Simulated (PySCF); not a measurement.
C5H12BNSi2 (SMILES [SiH3]N([SiH3])BC1C=CC=C1)

```yaml
atoms:
  - { symbol: Si, position_ang: [-2.0485, -1.4516, 0.4731] }
  - { symbol: N, position_ang: [-1.5172, 0.2139, 0.2590] }
  - { symbol: Si, position_ang: [-2.6772, 1.5003, -0.0714] }
  - { symbol: B, position_ang: [-0.1544, 0.5660, 0.2870] }
  - { symbol: C, position_ang: [1.0155, -0.5182, 0.4687] }
  - { symbol: C, position_ang: [1.5124, -0.6579, -0.9279] }
  - { symbol: C, position_ang: [2.7374, -0.1055, -1.0224] }
  - { symbol: C, position_ang: [3.1522, 0.3449, 0.2765] }
  - { symbol: C, position_ang: [2.1802, 0.0730, 1.1673] }
  - { symbol: H, position_ang: [-3.5002, -1.4735, 0.3099] }
  - { symbol: H, position_ang: [-1.6854, -1.8808, 1.8270] }
  - { symbol: H, position_ang: [-1.4252, -2.2952, -0.5483] }
  - { symbol: H, position_ang: [-4.0052, 0.9761, 0.2394] }
  - { symbol: H, position_ang: [-2.5775, 1.8608, -1.4876] }
  - { symbol: H, position_ang: [-2.3708, 2.6349, 0.7975] }
  - { symbol: H, position_ang: [0.1525, 1.6871, 0.1254] }
  - { symbol: H, position_ang: [0.6484, -1.4420, 0.9120] }
  - { symbol: H, position_ang: [0.9293, -1.0923, -1.7202] }
  - { symbol: H, position_ang: [3.3386, -0.0225, -1.9115] }
  - { symbol: H, position_ang: [4.0987, 0.8143, 0.4796] }
  - { symbol: H, position_ang: [2.1875, 0.2851, 2.2211] }
```

Geometry: GFN2-xTB.

These are results of PBE0/pcSseg-1, SCF density, gas phase, non-relativistic in PySCF, not measurements.

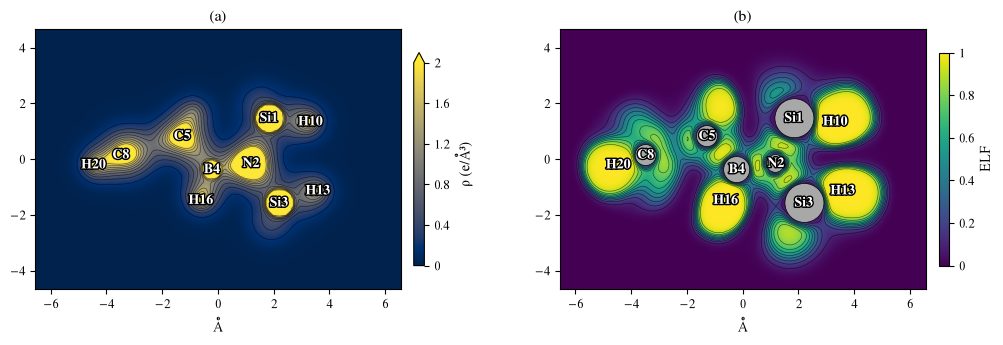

Figure 1. (a) total electron density; (b) electron localisation function on the plane of atoms N2, B4 and C5. Grey discs cover the atomic cores in the ELF map.

Q: Describe what can be read from this map.

A:
- The section cuts through Si, N, B, C and H sites.
- B–N (1.41 Å): ρ at the midpoint is about 1.9 e/Å³; the ELF peaks at about 0.90 between the atoms, as expected for a polar covalent bond.
- C–B (1.61 Å): ρ is about 1.3 e/Å³ halfway; the ELF peaks at about 0.95 between the atoms (a covalent bond).
- Si–N (1.76 Å): ρ is about 1 e/Å³ halfway; the ELF peaks at about 0.90 between the atoms: a shared but strongly polarised pair.
- C–H (1.08 Å): the density is about 2 e/Å³ at the midpoint; the ELF climbs to about 1 towards the hydrogen, as it does in any bond to H: an ordinary covalent bond to hydrogen.

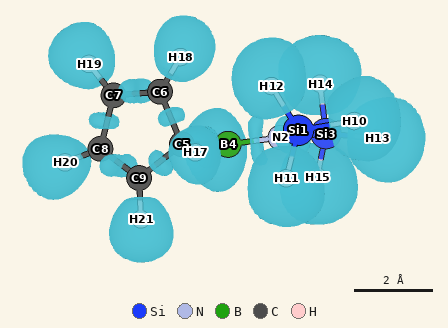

Figure 2. Isosurface of the ELF at 0.85 (cyan), seen from one side. Core shells and regions of very low density are left out.

Q: Where are the electrons localised?

A: The ELF exceeds this value in one region between bonded B–C atoms (shared pairs), one region between bonded B–N atoms (shared pairs), five regions between bonded C–C atoms (shared pairs), two regions between bonded N–Si atoms (shared pairs) and twelve regions around hydrogen nuclei. Profiles from the grid: C–C (1.35 Å): the ELF peaks at about 0.95 between the atoms (localised, covalent bonding).

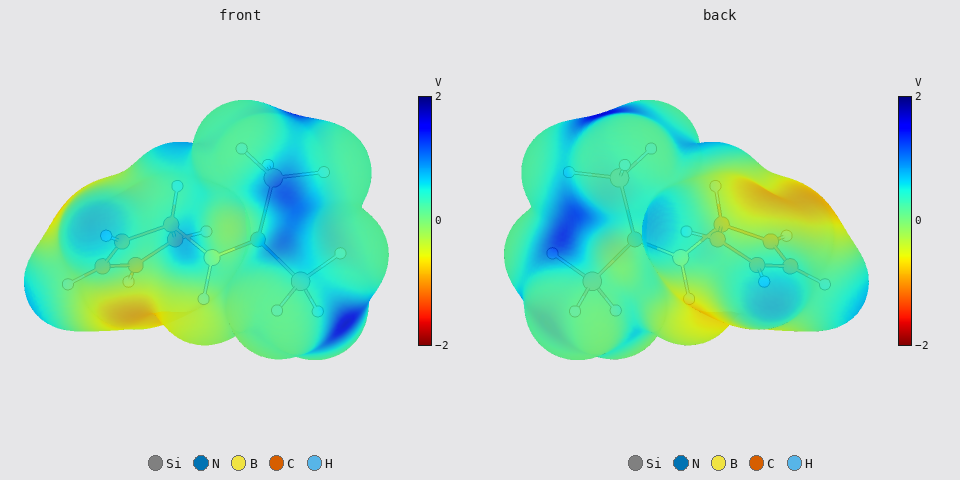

Figure 3. The molecular electrostatic potential painted on the density surface at 0.002 e/bohr³, seen from the front and from behind; red is negative and blue positive.

Q: Which sites attract a positive test charge, and which a negative one?

A: A positive charge is drawn to the negative regions and a negative charge to the positive ones. The most negative region (about −0.9 V) lies over the C and H atoms, the most positive (about +1.5 V) over Si1 and Si3.
